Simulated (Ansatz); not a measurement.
Run report: ZrH$_{3}$O$_{3}$F, geometry relaxation

- system: ZrH$_{3}$O$_{3}$F
- method: RKS PBE/def2-SVP (Ansatz 0.2.0)

It belongs to a series of runs on one base structure; here: start relaxed. Figures and captions count atoms from 1; the log counts them from 0 in places.

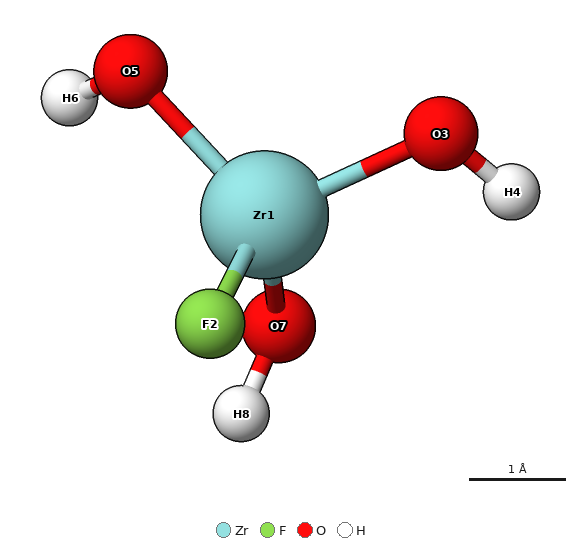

Figure 1. The structure as given in the input (ball-and-stick view, seen at a tilt; atoms are numbered from 1 in the order of the input). Sticks mark near contacts. Bond lengths as drawn: F–Zr 1.98 Å, H–O 1.01 Å and O–Zr 2.07 Å.

Summary:

```json
{"quantity": "outcome", "value": "converged"}
{"quantity": "total energy", "value": "−10179.4741 eV"}
{"quantity": "mean-field energy", "value": "−10179.4741 eV"}
{"quantity": "largest force (length of the vector) at the end", "value": "0.003 eV/Å"}
{"quantity": "hardware", "value": "2 threads of AMD EPYC (Zen 5), 32 GiB of memory available, shared host"}
{"quantity": "wall time", "value": "7.6 s (CPU time 14 s)"}
{"quantity": "peak memory", "value": "0.15 GiB"}
```

Input file:
```yaml
crystal:
  periodic: [false, false, false]
  atoms:
    - { symbol: Zr, position_ang: [0.0, 0.0, 0.0] }
    - { symbol: F, position_ang: [0.0, 0.0, 1.98] }
    - { symbol: O, position_ang: [1.952, 0.0, -0.6893] }
    - { symbol: H, position_ang: [2.2684, -0.9521, -0.806] }
    - { symbol: O, position_ang: [-0.975, 1.6891, -0.6893] }
    - { symbol: H, position_ang: [-1.9328, 1.4584, -0.9117] }
    - { symbol: O, position_ang: [-0.975, -1.6891, -0.6893] }
    - { symbol: H, position_ang: [-1.4296, -2.1548, 0.0831] }
basis:
  gaussian: { orbitals: def2-SVP }
hamiltonian:
  xc: pbe
relax:
  f_tol: 0.02
  max_steps: 40
```

Launched with:
```bash
ansatz run input.yaml --threads 2 --pin off --max-ram 3072MiB --backend cpu --events-out ev --progress --plain --runs-dir out
```

Log:
```
The last accepted step is kept in [file] (removed where the run ends without a failure and the disk answers)
Engine: ansatz 0.2.0, x86_64-unknown-linux-gnu
Functional definition: PBE
  parameter kappa = 0.804
  parameter beta = 0.06672455060314922
  exchange = pbe_x(kappa = kappa, mu = beta*pi^2/3)
  correlation = pbe_c(beta = beta)
1029 factors; their error is unknown
mean field evaluation 1: about -10158.7738 eV, gradient 1.0e2 eV
mean field evaluation 2: about -9800.2314 eV, gradient 3.6e2 eV
mean field evaluation 4: about -10175.8995 eV, gradient 4.0e1 eV
mean field evaluation 8: about -10178.6877 eV, gradient 6.3e-1 eV
mean field evaluation 16: about -10178.6601 eV, gradient 1.9e-3 eV
mean field -10178.66013986 eV, -374.0588607962 hartree, gradient 1.6e-5 eV, S^2 0.000000; 0 other end points of the search recorded, 0 dependent functions left out
the calculation of the forces begins
reference -10178.66022295 eV, -374.0588638496 hartree; 24, 24 occupied and 78, 78 virtual orbitals, 1029 factors
relax step   1: F+E_penalty+E_count = -10178.66013986 eV  Δ(F+E_penalty+E_count) = +0.000e0 eV  max|allowed force component| = 2.151e0 eV/Å  Δτ_max = 0.0000 Å  (29 SCF iters, accepted)
these checks for a lower state are left out or cut short: starts, cluster_reference, orbital_swaps, neighbouring_geometries, increment
1029 factors; their error is unknown
mean field -10179.12203243 eV, -374.0758350352 hartree, gradient 1.0e-5 eV, S^2 0.000000; 0 other end points of the search recorded, 0 dependent functions left out
the calculation of the forces begins
reference -10179.12211381 eV, -374.0758380257 hartree; 24, 24 occupied and 78, 78 virtual orbitals, 1029 factors
relax step   2: F+E_penalty+E_count = -10179.12203243 eV  Δ(F+E_penalty+E_count) = -4.619e-1 eV  max|allowed force component| = 1.458e0 eV/Å  Δτ_max = 0.1429 Å  (33 SCF iters, accepted)
these checks for a lower state are left out or cut short: starts, cluster_reference, orbital_swaps, neighbouring_geometries, increment
1029 factors; their error is unknown
mean field evaluation 32: about -10179.2292 eV, gradient 1.5e-4 eV
mean field -10179.22919572 eV, -374.0797732132 hartree, gradient 1.8e-5 eV, S^2 0.000000; 0 other end points of the search recorded, 0 dependent functions left out
the calculation of the forces begins
reference -10179.22927760 eV, -374.0797762224 hartree; 24, 24 occupied and 78, 78 virtual orbitals, 1029 factors
relax step   3: F+E_penalty+E_count = -10179.22919572 eV  Δ(F+E_penalty+E_count) = -1.072e-1 eV  max|allowed force component| = 7.721e-1 eV/Å  Δτ_max = 0.0872 Å  (28 SCF iters, accepted)
these checks for a lower state are left out or cut short: starts, cluster_reference, orbital_swaps, neighbouring_geometries, increment
1029 factors; their error is unknown
mean field -10179.31702724 eV, -374.0830009620 hartree, gradient 1.2e-5 eV, S^2 0.000000; 0 other end points of the search recorded, 0 dependent functions left out
the calculation of the forces begins
reference -10179.31710927 eV, -374.0830039766 hartree; 24, 24 occupied and 78, 78 virtual orbitals, 1029 factors
relax step   4: F+E_penalty+E_count = -10179.31702724 eV  Δ(F+E_penalty+E_count) = -8.783e-2 eV  max|allowed force component| = 4.368e-1 eV/Å  Δτ_max = 0.1234 Å  (33 SCF iters, accepted)
these checks for a lower state are left out or cut short: starts, cluster_reference, orbital_swaps, neighbouring_geometries, increment
1029 factors; their error is unknown
mean field -10179.38646507 eV, -374.0855527552 hartree, gradient 2.6e-5 eV, S^2 0.000000; 0 other end points of the search recorded, 0 dependent functions left out
the calculation of the forces begins
reference -10179.38654714 eV, -374.0855557714 hartree; 24, 24 occupied and 78, 78 virtual orbitals, 1029 factors
relax step   5: F+E_penalty+E_count = -10179.38646507 eV  Δ(F+E_penalty+E_count) = -6.944e-2 eV  max|allowed force component| = 3.110e-1 eV/Å  Δτ_max = 0.1999 Å  (32 SCF iters, accepted)
these checks for a lower state are left out or cut short: starts, cluster_reference, orbital_swaps, neighbouring_geometries, increment
1029 factors; their error is unknown
mean field -10179.44974926 eV, -374.0878784063 hartree, gradient 2.4e-5 eV, S^2 0.000000; 0 other end points of the search recorded, 0 dependent functions left out
the calculation of the forces begins
reference -10179.44983093 eV, -374.0878814079 hartree; 24, 24 occupied and 78, 78 virtual orbitals, 1029 factors
relax step   6: F+E_penalty+E_count = -10179.44974926 eV  Δ(F+E_penalty+E_count) = -6.328e-2 eV  max|allowed force component| = 1.281e-1 eV/Å  Δτ_max = 0.2000 Å  (31 SCF iters, accepted)
these checks for a lower state are left out or cut short: starts, cluster_reference, orbital_swaps, neighbouring_geometries, increment
1029 factors; their error is unknown
mean field evaluation 64: about -10179.4716 eV, gradient 1.2e-5 eV
mean field -10179.47161732 eV, -374.0886820427 hartree, gradient 2.0e-5 eV, S^2 0.000000; 0 other end points of the search recorded, 0 dependent functions left out
the calculation of the forces begins
reference -10179.47169864 eV, -374.0886850313 hartree; 24, 24 occupied and 78, 78 virtual orbitals, 1029 factors
relax step   7: F+E_penalty+E_count = -10179.47161732 eV  Δ(F+E_penalty+E_count) = -2.187e-2 eV  max|allowed force component| = 1.130e-1 eV/Å  Δτ_max = 0.1610 Å  (31 SCF iters, accepted)
these checks for a lower state are left out or cut short: starts, cluster_reference, orbital_swaps, neighbouring_geometries, increment
1029 factors; their error is unknown
mean field -10179.47381319 eV, -374.0887627397 hartree, gradient 1.1e-5 eV, S^2 0.000000; 0 other end points of the search recorded, 0 dependent functions left out
the calculation of the forces begins
reference -10179.47389457 eV, -374.0887657301 hartree; 24, 24 occupied and 78, 78 virtual orbitals, 1029 factors
relax step   8: F+E_penalty+E_count = -10179.47381319 eV  Δ(F+E_penalty+E_count) = -2.196e-3 eV  max|allowed force component| = 1.898e-2 eV/Å  Δτ_max = 0.0498 Å  (27 SCF iters, accepted)
these checks for a lower state are left out or cut short: starts, cluster_reference, orbital_swaps, neighbouring_geometries, increment
1029 factors; their error is unknown
mean field -10179.47389303 eV, -374.0887656735 hartree, gradient 2.1e-5 eV, S^2 0.000000; 0 other end points of the search recorded, 0 dependent functions left out
the calculation of the forces begins
reference -10179.47397439 eV, -374.0887686635 hartree; 24, 24 occupied and 78, 78 virtual orbitals, 1029 factors
relax step   9: F+E_penalty+E_count = -10179.47389303 eV  Δ(F+E_penalty+E_count) = -7.983e-5 eV  max|allowed force component| = 6.774e-2 eV/Å  Δτ_max = 0.0208 Å  (27 SCF iters, accepted)
these checks for a lower state are left out or cut short: starts, cluster_reference, orbital_swaps, neighbouring_geometries, increment
1029 factors; their error is unknown
mean field -10179.47399945 eV, -374.0887695846 hartree, gradient 1.2e-5 eV, S^2 0.000000; 0 other end points of the search recorded, 0 dependent functions left out
the calculation of the forces begins
reference -10179.47408081 eV, -374.0887725746 hartree; 24, 24 occupied and 78, 78 virtual orbitals, 1029 factors
relax step  10: F+E_penalty+E_count = -10179.47399945 eV  Δ(F+E_penalty+E_count) = -1.064e-4 eV  max|allowed force component| = 2.506e-3 eV/Å  Δτ_max = 0.0028 Å  (23 SCF iters, accepted)
1029 factors; their error is unknown
mean field evaluation 96: about -10179.5016 eV, gradient 4.7e-1 eV
```

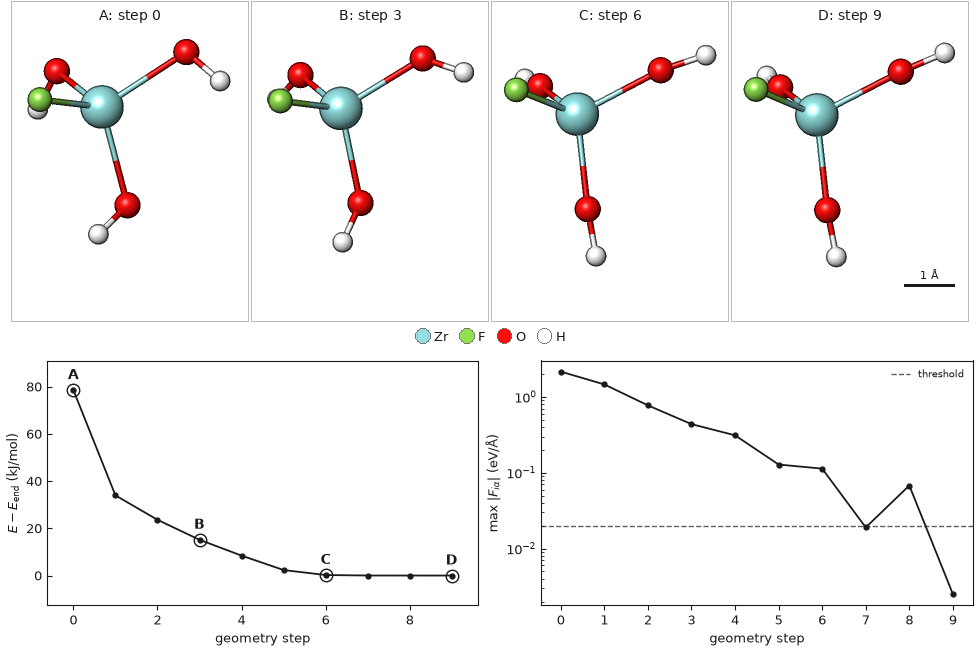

Figure 2. Frames of the relaxation (ball-and-stick view, seen at a tilt) above the curves, on which the letters mark them (the first geometry is step 0 here and step 1 in the log).

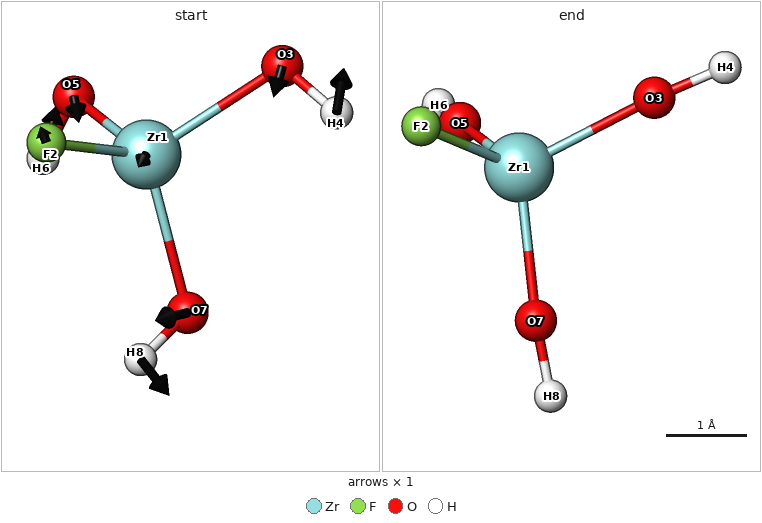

Figure 3. Before (left) and after (right) the relaxation, at one scale (ball-and-stick view, seen at a tilt). The black arrows give the displacements, at true length. The energy falls by 78.5 kJ/mol in 9 geometry steps. Largest force component: 2.2 eV/Å at the start, 0.0025 eV/Å at the end. The largest move after the best rigid fit is that of H6, 0.73 Å. By element the largest moves are H 0.73 Å, O 0.62 Å, Zr 0.23 Å, F 0.22 Å. Distances before and after: Zr1–O3 2.070 → 1.932 Å, Zr1–F2 1.980 → 1.934 Å, O3–H4 1.010 → 0.965 Å. Among the angles that change: Zr1–O3–H4 109.5° → 172.6°, Zr1–O7–H8 109.5° → 172.5°. (Atoms are counted from 1 in the order of the input.)

```
mean field -10179.47399945 eV, -374.0887695846 hartree, gradient 1.2e-5 eV, S^2 0.000000; 1 other end points of the search recorded, 0 dependent functions left out
the calculation of the forces begins
reference -10179.47408081 eV, -374.0887725746 hartree; 24, 24 occupied and 78, 78 virtual orbitals, 1029 factors
Total energy: -10179.47408081 eV, -374.0887725746 hartree
Atom 0 at    -0.101438    -0.138283     0.151505 Å, force     0.000080     0.000158     0.002506 eV/Å
Atom 1 at     0.080080     0.212901     2.044540 Å, force    -0.000335    -0.000400    -0.001018 eV/Å
Atom 2 at     1.665829    -0.292375    -0.613921 Å, force     0.000099    -0.000634    -0.000342 eV/Å
Atom 3 at     2.491576    -0.389635    -1.104319 Å, force    -0.001208     0.000170    -0.000165 eV/Å
Atom 4 at    -1.060340     1.332755    -0.654330 Å, force    -0.000692     0.000098    -0.000022 eV/Å
Atom 5 at    -1.527545     2.007534    -1.162470 Å, force     0.000905    -0.001402    -0.000164 eV/Å
Atom 6 at    -1.081634    -1.788139    -0.073205 Å, force     0.000209     0.000442    -0.001054 eV/Å
Atom 7 at    -1.558529    -2.593257    -0.310300 Å, force     0.000942     0.001567     0.000259 eV/Å
Dipole moment:    -0.063153    -0.121512    -0.658399 e Å
```

Trajectory as extended XYZ (Å, eV, eV/Å), 10 frames, from step=1 to step=10:
```
8
Properties=species:S:1:pos:R:3:forces:R:3 step=1 energy=-10178.66014
Zr    0.0000    0.0000    0.0000    0.3154   0.3935  -0.7701
F     0.0000    0.0000    1.9800   -0.0801  -0.1037  -1.3465
O     1.9520    0.0000   -0.6893   -1.6217  -1.4524   0.5596
H     2.2684   -0.9521   -0.8060   -0.2087   1.3283   0.0687
O    -0.9750    1.6891   -0.6893   -0.4393  -2.1509   0.4146
H    -1.9328    1.4584   -0.9117    1.2279   0.5356   0.2041
O    -0.9750   -1.6891   -0.6893    0.3072   1.0669   2.0557
H    -1.4296   -2.1548    0.0831    0.4994   0.3827  -1.1860
8
Properties=species:S:1:pos:R:3:forces:R:3 step=2 energy=-10179.12203
Zr   -0.0009    0.0103   -0.0034   -0.0549   0.0402   0.2562
F    -0.0496   -0.0600    1.9159    0.0115  -0.0050   0.3649
O     1.8319   -0.0086   -0.6542    0.8349  -1.0890  -0.4282
H     2.2205   -0.9010   -0.8701   -0.1252   0.9645   0.1467
O    -0.9230    1.6030   -0.6369   -1.4580   0.0949  -0.6697
H    -1.8522    1.4777   -0.9896    1.0442   0.4179   0.3756
O    -0.9417   -1.5962   -0.5858   -0.6121  -0.8344   0.8429
H    -1.3770   -2.1737    0.1016    0.3597   0.4109  -0.8886
8
Properties=species:S:1:pos:R:3:forces:R:3 step=3 energy=-10179.22920
Zr   -0.0140    0.0004    0.0124    0.0152   0.0776  -0.0769
F    -0.0457   -0.0495    1.9401    0.0198   0.0203   0.1107
O     1.8294   -0.0256   -0.6667    0.2133  -0.6850  -0.1288
H     2.2828   -0.8750   -0.8838   -0.1010   0.6029   0.0884
O    -0.9320    1.6035   -0.6564   -0.7721  -0.1899  -0.2920
H    -1.8574    1.5634   -1.0049    0.6621   0.2303   0.2319
O    -0.9646   -1.6207   -0.5486   -0.2290  -0.3014   0.6063
H    -1.3907   -2.2451    0.0854    0.1916   0.2452  -0.5396
8
Properties=species:S:1:pos:R:3:forces:R:3 step=4 energy=-10179.31703
Zr   -0.0248   -0.0192    0.0187    0.0945   0.0314  -0.1601
F    -0.0182   -0.0099    1.9524    0.0008   0.0388  -0.0295
O     1.8127   -0.0586   -0.6808    0.0541  -0.4216  -0.0083
H     2.3945   -0.8228   -0.8809   -0.1826   0.4051   0.0640
O    -0.9448    1.5651   -0.6942   -0.4125  -0.1638  -0.0627
H    -1.8749    1.6742   -0.9869    0.4368   0.0662   0.1146
O    -0.9755   -1.6525   -0.4846   -0.1251  -0.0932   0.3721
H    -1.4612   -2.3249    0.0338    0.1341   0.1369  -0.2901
8
Properties=species:S:1:pos:R:3:forces:R:3 step=5 energy=-10179.38646
Zr   -0.0427   -0.0441    0.0632    0.0903   0.0738  -0.0708
F     0.0427    0.1099    1.9951   -0.0261  -0.0233  -0.1686
O     1.7754   -0.1097   -0.6628    0.0307  -0.2435  -0.0013
H     2.4541   -0.7604   -0.9253   -0.1992   0.2591   0.0691
O    -0.9667    1.5137   -0.6807   -0.2316  -0.0960  -0.0353
H    -1.8429    1.7747   -1.0221    0.3110  -0.0304   0.1012
O    -0.9985   -1.6751   -0.3836   -0.1965  -0.2498   0.3071
H    -1.5133   -2.4575   -0.1064    0.2213   0.3103  -0.2014
8
Properties=species:S:1:pos:R:3:forces:R:3 step=6 energy=-10179.44975
Zr   -0.0659   -0.0864    0.1119   -0.0775  -0.0721  -0.1087
F     0.0621    0.1772    2.0244    0.0058  -0.0023  -0.0377
O     1.7222   -0.2018   -0.6346    0.0344  -0.0858   0.0047
H     2.5165   -0.5976   -1.0231   -0.1014   0.0914   0.0357
O    -1.0124    1.4206   -0.6643   -0.0404  -0.0520   0.0187
H    -1.7245    1.9158   -1.0938    0.0920  -0.0170   0.0245
O    -1.0406   -1.7280   -0.2101    0.0761   0.1281   0.0958
H    -1.5495   -2.5485   -0.2329    0.0110   0.0098  -0.0329
8
Properties=species:S:1:pos:R:3:forces:R:3 step=7 energy=-10179.47162
Zr   -0.0910   -0.1223    0.1389    0.0248   0.0009   0.1130
F     0.0756    0.2030    2.0383    0.0012   0.0099  -0.0217
O     1.6856   -0.2697   -0.6077    0.0156  -0.0290  -0.0334
H     2.5007   -0.4529   -1.0920   -0.0054   0.0210   0.0046
O    -1.0482    1.3568   -0.6535   -0.0529   0.0270  -0.0440
H    -1.5912    1.9832   -1.1493    0.0313  -0.0049   0.0121
O    -1.0695   -1.7702   -0.0890   -0.0284  -0.0451  -0.0386
H    -1.5542   -2.5764   -0.3082    0.0138   0.0202   0.0080
8
Properties=species:S:1:pos:R:3:forces:R:3 step=8 energy=-10179.47381
Zr   -0.0982   -0.1337    0.1479   -0.0013  -0.0028  -0.0049
F     0.0795    0.2118    2.0424    0.0008   0.0012  -0.0002
O     1.6697   -0.2897   -0.6157    0.0125  -0.0012  -0.0011
H     2.4987   -0.4064   -1.0967   -0.0110   0.0054   0.0018
O    -1.0594    1.3367   -0.6563   -0.0081   0.0126  -0.0021
H    -1.5466    2.0045   -1.1551    0.0109  -0.0080   0.0027
O    -1.0778   -1.7821   -0.0830   -0.0113  -0.0190   0.0034
H    -1.5580   -2.5895   -0.3059    0.0075   0.0119   0.0004
8
Properties=species:S:1:pos:R:3:forces:R:3 step=9 energy=-10179.47389
Zr   -0.1023   -0.1394    0.1492    0.0090   0.0089   0.0295
F     0.0790    0.2117    2.0427   -0.0012  -0.0016  -0.0113
O     1.6656   -0.2911   -0.6147    0.0147  -0.0071  -0.0108
H     2.4926   -0.3891   -1.1032   -0.0116   0.0019   0.0060
O    -1.0592    1.3331   -0.6557   -0.0058  -0.0009  -0.0019
H    -1.5272    2.0095   -1.1606   -0.0020   0.0033  -0.0038
O    -1.0823   -1.7896   -0.0720    0.0372   0.0633   0.0118
H    -1.5582   -2.5937   -0.3084   -0.0402  -0.0677  -0.0195
8
Properties=species:S:1:pos:R:3:forces:R:3 step=10 energy=-10179.47400
Zr   -0.1014   -0.1383    0.1515    0.0001   0.0002   0.0025
F     0.0801    0.2129    2.0445   -0.0003  -0.0004  -0.0010
O     1.6658   -0.2924   -0.6139    0.0001  -0.0006  -0.0003
H     2.4916   -0.3896   -1.1043   -0.0012   0.0002  -0.0002
O    -1.0603    1.3328   -0.6543   -0.0007   0.0001   0.0000
H    -1.5275    2.0075   -1.1625    0.0009  -0.0014  -0.0002
O    -1.0816   -1.7881   -0.0732    0.0002   0.0004  -0.0011
H    -1.5585   -2.5933   -0.3103    0.0009   0.0016   0.0003
```
